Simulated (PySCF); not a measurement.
TlSe2: frequency calculation

TlSe2, multiplicity 2, computed with UKS-based PBE0, Tl def2-SVP with ECP60, Se def2-SVP; non-relativistic Hamiltonian with a scalar-relativistic core potential; density fitting (PySCF 2.14.0).

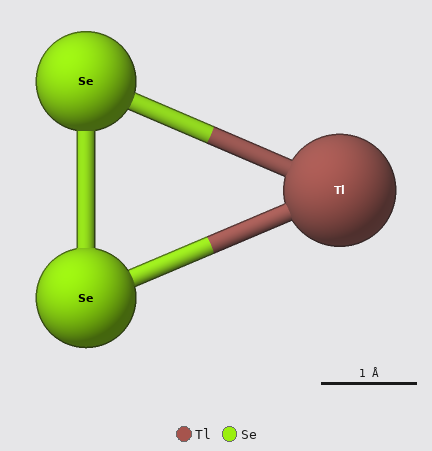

Fig. 1: The structure (ball-and-stick view, seen at a tilt). Sticks mark near contacts. Bond lengths as drawn: Se–Se 2.28 Å and Se–Tl 2.92 Å.

## Key numbers

| quantity | value |
| --- | --- |
| outcome | converged |
| total energy | −4974.544642 hartree |
| ⟨S²⟩ | 0.756 |
| zero-point energy | 0.001327 hartree |
| dipole moment | 3.45 D |
| wavenumbers, lowest and highest | 107 and 337 cm⁻¹ |
| hardware | 2 threads of Arm Neoverse V1, 24 GiB of memory available, shared host |
| wall time | 54 s (CPU time 98 s) |
| peak memory | 0.89 GiB |

## Input
```python
from pyscf import gto, scf, dft
mol = gto.M(atom='''
Tl     0.000000     0.000000    -1.176668
Se     1.138426     0.000000     1.509496
Se    -1.138426     0.000000     1.509496''',
    basis={'Tl': 'def2-SVP', 'Se': 'def2-SVP'},
    ecp={'Tl': 'def2-SVP'},
    charge=0, spin=1)
mf = dft.UKS(mol, xc='PBE0')
mf.grids.atom_grid = (75, 302)
aux = {'Tl': 'def2-universal-JKFIT', 'Se': 'def2-universal-JKFIT'}
mf = mf.density_fit(auxbasis=aux)
mf.conv_tol = 1e-09
mf.diis_space = 10
mf.max_cycle = 60
mf.verbose = 4
mf.kernel()
```

The script is an equivalent of the set-up of the self-consistent field. The run itself was carried out by a driver, which started from the orbitals of the step before it where there was one and computed the further properties.

Launched with:
```bash
OMP_NUM_THREADS=2 python axn.py task.json out
```

## Output
```
init E= -4974.54464202353
  alpha nocc = 45  HOMO = -0.225189291501083  LUMO = -0.0620573714067824
  beta  nocc = 44  HOMO = -0.217319555110398  LUMO = -0.123565452080037
  HOMO = -0.21731955511  LUMO = -0.12356545208  gap/eV = 2.55118
cycle= 1 E= -4974.5446420235  delta_E= 3e-11  |g|= 6.92e-06  |ddm|= 1.37e-05
  alpha nocc = 45  HOMO = -0.2251896554977  LUMO = -0.0620567951249741
  beta  nocc = 44  HOMO = -0.217319895969193  LUMO = -0.123566044118903
  HOMO = -0.217319895969  LUMO = -0.123566044119  gap/eV = 2.55117
Extra cycle  E= -4974.54464202337  delta_E= 1.25e-10  |g|= 1.53e-05  |ddm|= 2.92e-05
converged SCF energy = -4974.54464202337  <S^2> = 0.75587952  2S+1 = 2.0058709
```

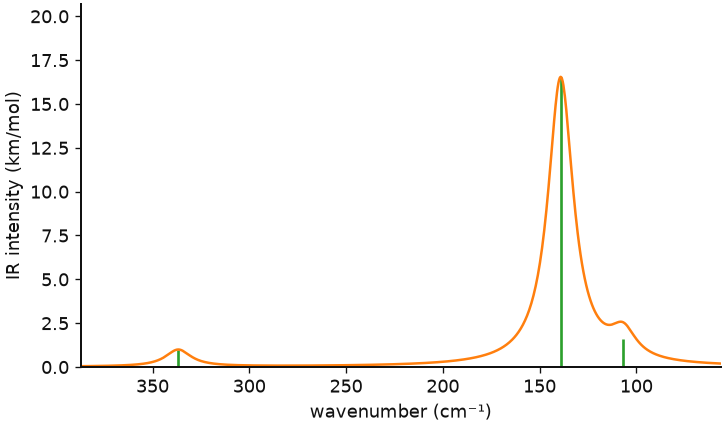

Fig. 2: Harmonic infrared spectrum, unscaled: sticks (degenerate modes added up, dark ones marked on the axis) with a Lorentzian envelope of 16 cm⁻¹ full width, scaled to the tallest stick. 3 modes from 107 to 337 cm⁻¹, none imaginary. The strongest line is at 139 cm⁻¹ (16.5 km/mol). All modes, in cm⁻¹ (km/mol): 107 (1.6), 139 (16.5), 337 (1.0).
